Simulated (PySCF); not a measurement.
**S2 (sulfur dimer) at UB3LYP/6-31G(d) (spherical functions)**

Aim: the vertical ionisation energy of S2 (sulfur dimer) at UB3LYP/6-31G* (spherical functions), from 2 runs. The job is set up through a Python script.

The results are computed with PySCF 2.14.0.

10 further runs of the same task are left out: 1 that didn't finish, 9 set aside as unsound or not needed. Runs told in other sessions of the task aren't counted.

## Step 1: The structure to begin with

S2 has 2 atoms, charge 0, and is taken as a triplet. As SMILES, `S=S`. Geometry: the measured bond length.

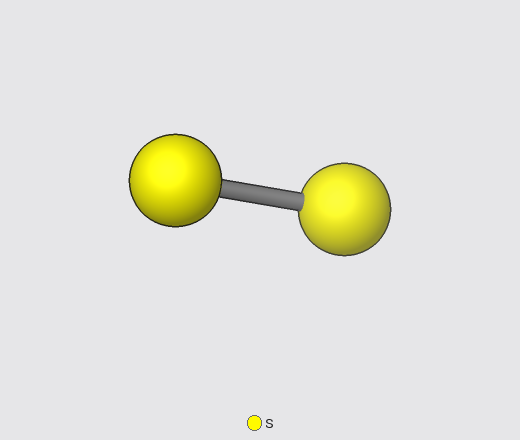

The structure, seen from a chosen angle (sulfur yellow).

## Step 2: The energy at UB3LYP/6-31G(d) (spherical functions)

File job.py:

```python
from pyscf import gto, dft

molecule = gto.Mole()
molecule.atom = '''
S      0.000000     0.000000     0.000000
S      0.000000     0.000000     1.889200
'''
molecule.basis = '6-31g*'
molecule.max_memory = 1860
molecule.spin = 2
molecule.verbose = 4
molecule.build()

calc0 = dft.UKS(molecule)
calc0.xc = 'b3lyp'
calc0.conv_tol = 1e-10
calc0.grids.level = 5
calc0.kernel()
if not calc0.converged:
    calc0 = calc0.newton().run(calc0.mo_coeff, calc0.mo_occ)

energy = calc0.e_tot
print('E(%s) = %.9f' % ('B3LYP', energy))
```

The run is started by

```console
$ OMP_NUM_THREADS=1 python job.py
```

What it wrote:

```text
PySCF version 2.14.0

[INPUT] num. atoms = 2
[INPUT] num. electrons = 32
[INPUT] charge = 0
[INPUT] spin (= nelec alpha-beta = 2S) = 2
[INPUT] symmetry False subgroup None
[INPUT] Mole.unit = angstrom
[INPUT] Symbol           X                Y                Z      unit          X                Y                Z       unit  Magmom
[INPUT]  1 S      0.000000000000   0.000000000000   0.000000000000 AA    0.000000000000   0.000000000000   0.000000000000 Bohr   0.0
[INPUT]  2 S      0.000000000000   0.000000000000   1.889200000000 AA    0.000000000000   0.000000000000   3.570070594528 Bohr   0.0

nuclear repulsion = 71.7072655068389
number of shells = 16
number of NR pGTOs = 102
number of NR cGTOs = 36
basis = 6-31g*
ecp = {}

******** <class 'pyscf.dft.uks.UKS'> ********
method = UKS
initial guess = minao
damping factor = 0
level_shift factor = 0
DIIS = <class 'pyscf.scf.diis.CDIIS'>
diis_start_cycle = 1
diis_space = 8
diis_damp = 0
SCF conv_tol = 1e-10
SCF conv_tol_grad = None
SCF max_cycles = 50
direct_scf = True
direct_scf_tol = 1e-13
number electrons alpha = 17  beta = 15
XC library pyscf.dft.libxc version 7.0.0
    S. Lehtola, C. Steigemann, M. J.T. Oliveira, and M. A.L. Marques.,  SoftwareX 7, 1–5 (2018)
XC functionals = b3lyp
    P. J. Stephens, F. J. Devlin, C. F. Chabalowski, and M. J. Frisch.,  J. Phys. Chem. 98, 11623 (1994)
radial grids:
    Treutler-Ahlrichs [JCP 102, 346 (1995); DOI:10.1063/1.469408] (M4) radial grids

becke partition: Becke, JCP 88, 2547 (1988); DOI:10.1063/1.454033
pruning grids: <function nwchem_prune>
grids dens level: 5
symmetrized grids: False
atomic radii adjust function: <function treutler_atomic_radii_adjust>
small_rho_cutoff = 0
Set gradient conv threshold to 1e-05
tot grids = 86096
init E= -796.527631620312
[... the frontier-level lines of each cycle are left out ...]


cycle= 1 E= -796.353989592382  delta_E= 0.174  |g|= 0.0426  |ddm|= 1.45
cycle= 2 E= -796.355968612836  delta_E= -0.00198  |g|= 0.0126  |ddm|= 0.105
cycle= 3 E= -796.356069246984  delta_E= -0.000101  |g|= 0.00714  |ddm|= 0.0238
cycle= 4 E= -796.356101362944  delta_E= -3.21e-05  |g|= 0.00107  |ddm|= 0.00978
cycle= 5 E= -796.35610223772  delta_E= -8.75e-07  |g|= 0.000198  |ddm|= 0.00236
cycle= 6 E= -796.356102277362  delta_E= -3.96e-08  |g|= 2.28e-05  |ddm|= 0.000509
cycle= 7 E= -796.356102278179  delta_E= -8.17e-10  |g|= 2.18e-06  |ddm|= 6.54e-05
cycle= 8 E= -796.356102278186  delta_E= -6.59e-12  |g|= 1.73e-07  |ddm|= 8.16e-06
Extra cycle  E= -796.356102278184  delta_E= 1.93e-12  |g|= 6.89e-08  |ddm|= 5.17e-07
converged SCF energy = -796.356102278184  <S^2> = 2.004693  2S+1 = 3.003127
E(B3LYP) = -796.356102278
```

Wall time 3.9 s (1 thread of Arm Neoverse V1, shared host); peak memory 0.22 GiB.

## Step 3: The doublet cation

File calc.py:

```python
from pyscf import gto, dft

mol = gto.Mole()
mol.atom = '''
S        0.000000       0.000000       0.000000
S        0.000000       0.000000       1.889200
'''
mol.charge = 1
mol.verbose = 4
mol.basis = '6-31g*'
mol.max_memory = 1860
mol.spin = 1
mol.build()

mf = dft.UKS(mol, xc='b3lyp')
mf.conv_tol = 1e-10
mf.grids.level = 5
mf.kernel()
if not mf.converged:
    mf = mf.newton().run(mf.mo_coeff, mf.mo_occ)

e_tot = mf.e_tot
print('E(%s) = %.9f' % ('B3LYP', e_tot))
```

The run is started by

```console
$ OMP_NUM_THREADS=1 python calc.py
```

What it wrote:

```text
PySCF version 2.14.0

[INPUT] num. atoms = 2
[INPUT] num. electrons = 31
[INPUT] charge = 1
[INPUT] spin (= nelec alpha-beta = 2S) = 1
[INPUT] symmetry False subgroup None
[INPUT] Mole.unit = angstrom
[INPUT] Symbol           X                Y                Z      unit          X                Y                Z       unit  Magmom
[INPUT]  1 S      0.000000000000   0.000000000000   0.000000000000 AA    0.000000000000   0.000000000000   0.000000000000 Bohr   0.0
[INPUT]  2 S      0.000000000000   0.000000000000   1.889200000000 AA    0.000000000000   0.000000000000   3.570070594528 Bohr   0.0

nuclear repulsion = 71.7072655068389
number of shells = 16
number of NR pGTOs = 102
number of NR cGTOs = 36
basis = 6-31g*
ecp = {}

******** <class 'pyscf.dft.uks.UKS'> ********
method = UKS
initial guess = minao
damping factor = 0
level_shift factor = 0
DIIS = <class 'pyscf.scf.diis.CDIIS'>
diis_start_cycle = 1
diis_space = 8
diis_damp = 0
SCF conv_tol = 1e-10
SCF conv_tol_grad = None
SCF max_cycles = 50
direct_scf = True
direct_scf_tol = 1e-13
number electrons alpha = 16  beta = 15
XC library pyscf.dft.libxc version 7.0.0
    S. Lehtola, C. Steigemann, M. J.T. Oliveira, and M. A.L. Marques.,  SoftwareX 7, 1–5 (2018)
XC functionals = b3lyp
    P. J. Stephens, F. J. Devlin, C. F. Chabalowski, and M. J. Frisch.,  J. Phys. Chem. 98, 11623 (1994)
radial grids:
    Treutler-Ahlrichs [JCP 102, 346 (1995); DOI:10.1063/1.469408] (M4) radial grids

becke partition: Becke, JCP 88, 2547 (1988); DOI:10.1063/1.454033
pruning grids: <function nwchem_prune>
grids dens level: 5
symmetrized grids: False
atomic radii adjust function: <function treutler_atomic_radii_adjust>
small_rho_cutoff = 0
Set gradient conv threshold to 1e-05
tot grids = 86096
init E= -796.527631620312

[... the frontier-level lines of each cycle are left out ...]



cycle= 1 E= -795.978347917914  delta_E= 0.549  |g|= 0.163  |ddm|= 1.46
cycle= 2 E= -795.993832180628  delta_E= -0.0155  |g|= 0.0959  |ddm|= 0.496
cycle= 3 E= -795.999998582561  delta_E= -0.00617  |g|= 0.0135  |ddm|= 0.163
cycle= 4 E= -796.00011228637  delta_E= -0.000114  |g|= 0.00229  |ddm|= 0.0203
cycle= 5 E= -796.000116251658  delta_E= -3.97e-06  |g|= 0.000203  |ddm|= 0.00366
cycle= 6 E= -796.000116295398  delta_E= -4.37e-08  |g|= 1.65e-05  |ddm|= 0.000486
cycle= 7 E= -796.000116295839  delta_E= -4.41e-10  |g|= 2.5e-06  |ddm|= 4.38e-05
cycle= 8 E= -796.000116295849  delta_E= -9.78e-12  |g|= 1.27e-07  |ddm|= 8.23e-06
Extra cycle  E= -796.00011629585  delta_E= -9.09e-13  |g|= 4.78e-08  |ddm|= 3.08e-07
converged SCF energy = -796.00011629585  <S^2> = 0.75244059  2S+1 = 2.0024391
E(B3LYP) = -796.000116296
```

It took 6.6 s on 1 thread of Arm Neoverse V1, shared host; peak memory 0.22 GiB.

## Step 4: Results

Level: UB3LYP/6-31G* (spherical functions).

| quantity | value |
| --- | --- |
| triplet S2: total energy | -796.35610 Eh |
| triplet S2: dipole moment | 0.00 D |
| triplet S2: HOMO energy (highest over α and β) | -6.77 eV |
| triplet S2: LUMO energy (lowest over α and β) | -3.85 eV |
| triplet S2: ⟨S²⟩ | 2.005 |
| doublet cation: total energy | -796.00012 Eh |
| doublet cation: HOMO energy (highest over α and β) | -14.40 eV |
| doublet cation: LUMO energy (lowest over α and β) | -12.61 eV |
| doublet cation: ⟨S²⟩ | 0.752 |
| vertical ionisation energy (to the doublet cation) | 9.687 eV |

What this shows: Removing an electron at fixed nuclei costs 9.69 eV (223 kcal/mol).
